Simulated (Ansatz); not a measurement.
# F3H5O2Si2: what the fields show

The calculation's input:

```
crystal:
  periodic: [false, false, false]
  atoms:
    - {symbol: Si, position_ang: [0.041973, 1.164193, 0.565329]}
    - {symbol: O, position_ang: [0.208690, -0.470845, -0.145637]}
    - {symbol: Si, position_ang: [-0.862667, -1.704637, -0.561985]}
    - {symbol: F, position_ang: [-1.567106, 0.963060, 0.507792]}
    - {symbol: F, position_ang: [0.043902, 2.559346, -0.216536]}
    - {symbol: F, position_ang: [0.200733, 1.245774, 2.137689]}
    - {symbol: H, position_ang: [1.279333, -0.182555, -0.229615]}
    - {symbol: O, position_ang: [1.800954, 0.935216, 0.254715]}
    - {symbol: H, position_ang: [-1.597653, -2.116035, 0.649536]}
    - {symbol: H, position_ang: [0.000692, -2.796675, -1.065636]}
    - {symbol: H, position_ang: [-1.767318, -1.214795, -1.621556]}
    - {symbol: H, position_ang: [2.218468, 1.617954, -0.274096]}
basis:
  gaussian: {orbitals: def2-TZVPP}
hamiltonian: {xc: pbe0, dispersion: d4}
output: {orbitals: {seedname: orbitals}}
```

Launched as:

```sh
ansatz run in.yaml --threads 4 --pin off --events-out ev --progress --plain --max-ram 46080MiB --backend cuda --devices 0, --max-vram 37GiB
```

A transition-state structure; geometry: PBE0-D4/def2-TZVP.

Method: RKS PBE0-D4/def2-TZVPP in Ansatz 0.2.0.

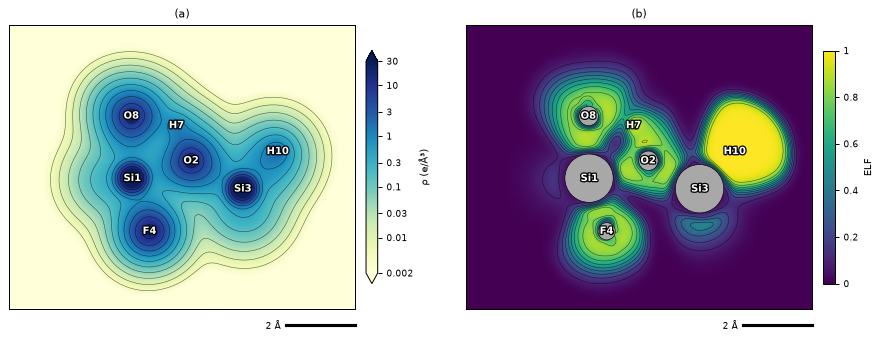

Figure 1. (a) electron density; (b) electron localisation function on the plane of atoms Si1, O2 and Si3. Grey discs cover the atomic cores in the ELF map.

Interpret the plot.

- The section cuts through Si, O, F and H sites.
- Si–O (1.69 Å): ρ at the midpoint is about 1.1 e/Å³; the ELF peaks at about 0.85 between the atoms, as expected for a shared but strongly polarised pair.
- Si–F (1.62 Å): the density is about 1.1 e/Å³ at the midpoint; the ELF peaks at about 0.85 in the valence shell of F, 0.7 Å from its nucleus, and is about 0.45 at the midpoint.
- Si–O (1.79 Å): ρ is about 0.86 e/Å³ halfway; the ELF peaks at about 0.85 between the atoms; a shared but strongly polarised pair.
- Si–H (1.48 Å): ρ is about 0.83 e/Å³ halfway; the ELF climbs to about 1 towards the hydrogen, as it does in any bond to H.
- The ELF also peaks beside F4, away from the bonds: lone-pair regions.

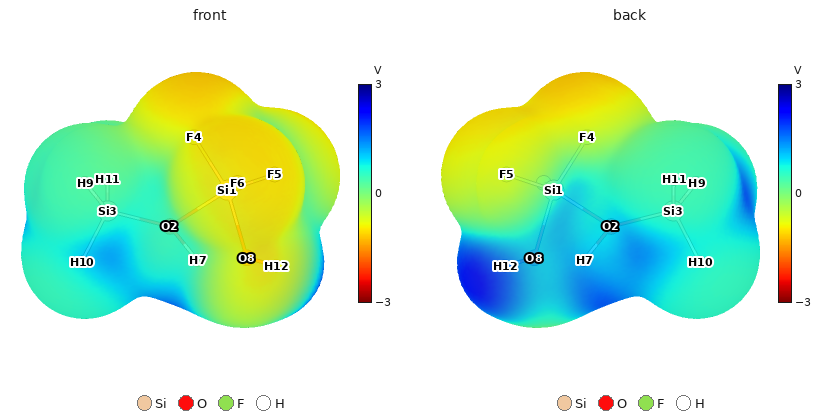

Figure 2. The electrostatic potential painted on the density surface at 0.001 e/bohr³, seen from the front and from behind; red is negative and blue positive.

Describe the electrostatic potential map.

The most negative region (about −1.2 V) lies over F4, the most positive (about +2.2 V) over H12.

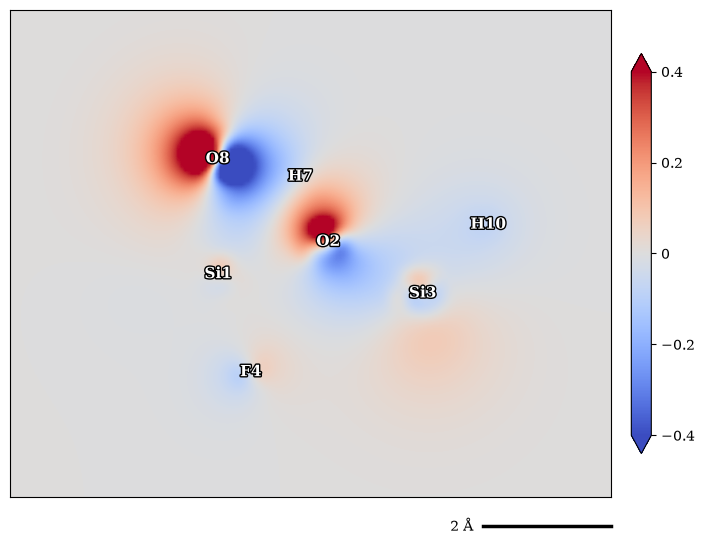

Figure 3. The HOMO on the plane of atoms O2, Si1 and O8 (values in Å⁻³ᐟ²; the overall sign is arbitrary).

What is the character of this orbital?

It lies mainly on O8 (about 45 %), O2 (about 15 %), Si3 (about 10 %) and H9 (about 10 %). Its energy is −9.79 eV.
